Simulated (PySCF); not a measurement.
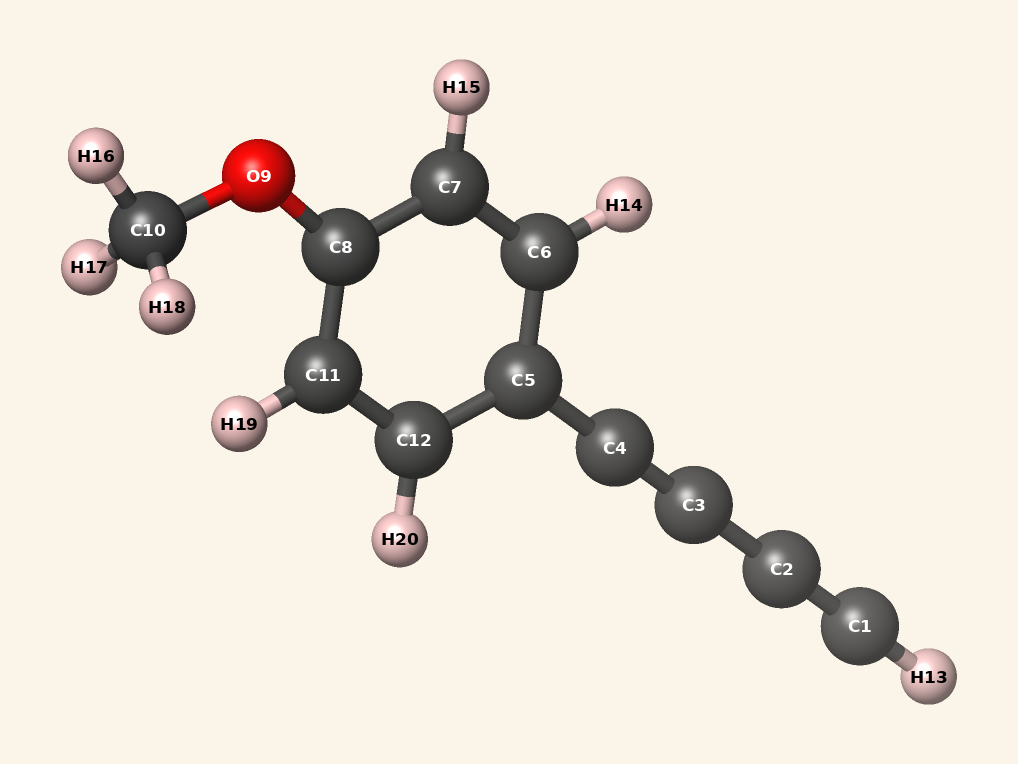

Computed geometry: PBE0-D3(BJ)/def2-SVP optimisation. No frequency run is at hand to confirm it as a minimum. Method: GIAO PBE0/pcSseg-1 NMR shielding, non-relativistic, gas phase (PySCF 2.14.0), and the same with a continuum solvent (IEF-PCM, Bondi radii x 1.2, gas-phase geometry).

How do dipole (D), HOMO–LUMO gap (eV), σ(H13) (ppm), σ(O9) (ppm), σ(H19) (ppm) change in dichloromethane (ε = 8.9), methanol (ε = 32.6)?

```json
{"medium": "gas phase", "dipole (D)": "2.93", "HOMO–LUMO gap (eV)": "4.88", "σ(H13) (ppm)": "28.92", "σ(O9) (ppm)": "222.0", "σ(H19) (ppm)": "24.68"}
{"medium": "dichloromethane", "dipole (D)": "3.73", "HOMO–LUMO gap (eV)": "4.85", "σ(H13) (ppm)": "28.34", "σ(O9) (ppm)": "217.7", "σ(H19) (ppm)": "24.25"}
{"medium": "methanol", "dipole (D)": "3.83", "HOMO–LUMO gap (eV)": "4.84", "σ(H13) (ppm)": "28.25", "σ(O9) (ppm)": "217.1", "σ(H19) (ppm)": "24.18"}
```
